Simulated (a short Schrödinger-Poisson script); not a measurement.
Structure: gated Al0.33Ga0.67N/GaN polarisation-induced gas, at 300 K.

```csv
layer,material,thickness (nm),Na (cm⁻³)
1,Al0.33Ga0.67N,15,-
2,GaN,6000,9e14
```

The device is made up for the run: typed textbook-type constants, with dimensions and the other settings drawn at random. Al0.33Ga0.67N: permittivity 9.3, conduction-band edge (eV) 0.462, gap (eV) 4.09, electron mass (mₑ) 0.24, Nv at 300 K (cm⁻³) 4.6e19. GaN: permittivity 9.5, conduction-band edge (eV) 0, gap (eV) 3.43, Nv at 300 K (cm⁻³) 4.6e19.

Channel valleys (confinement mass, in-plane density-of-states mass, number): Γ 0.2, 0.2, 1. At the gate the conduction-band edge of layer 1 lies 1.27 eV − eVg above the Fermi level of the channel; the field vanishes at the back. Sheet of polarisation charge: +1.6e13 e/cm² at 15 nm from the gate. The barrier under the gate holds no holes. Gaps are held at their typed values at every temperature. Mesh 0.08 nm at interfaces.

From a short Schrödinger-Poisson script (our own, NumPy): 1D Poisson equation in equilibrium, electrons quantum, Hartree plus LDA exchange-correlation (BenDaniel-Duke, 40 states a valley, the channel's in-plane mass for all, wave functions free to enter the barrier), parabolic valleys, classical holes, full ionisation, no traps, pinning or gate leakage.

Only gate voltages with over 1e8 electrons/cm² are shown.

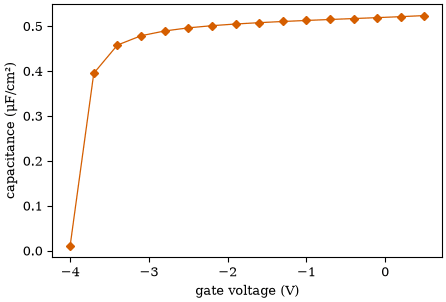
Figure. Quasi-static capacitance against gate voltage

```tsv
Vg (V)	electrons (cm⁻²)	in the channel layer	C (μF/cm²)	Γ E0 (meV)	Γ E1 (meV)
0.5	1.35e13	1.23e13	0.524	-143.4	7.7
0.2	1.26e13	1.15e13	0.521	-133.4	11.4
-0.1	1.16e13	1.07e13	0.519	-123.3	15.0
-0.4	1.06e13	9.92e12	0.517	-113.0	18.6
-0.7	9.64e12	9.09e12	0.515	-102.6	22.2
-1	8.68e12	8.24e12	0.513	-92.1	25.8
-1.3	7.72e12	7.38e12	0.510	-81.4	29.5
-1.6	6.77e12	6.51e12	0.508	-70.5	33.2
-1.9	5.82e12	5.63e12	0.505	-59.2	37.1
-2.2	4.88e12	4.75e12	0.501	-47.5	41.0
-2.5	3.94e12	3.86e12	0.496	-35.1	45.3
-2.8	3.02e12	2.97e12	0.489	-21.5	50.2
-3.1	2.11e12	2.09e12	0.479	-5.6	56.3
-3.4	1.23e12	1.22e12	0.458	15.0	65.6
-3.7	4.21e11	4.19e11	0.395	50.8	86.4
-4	1.14e9	1.14e9	0.0115	212.1	234.1
```

Subbands count from the Fermi level.
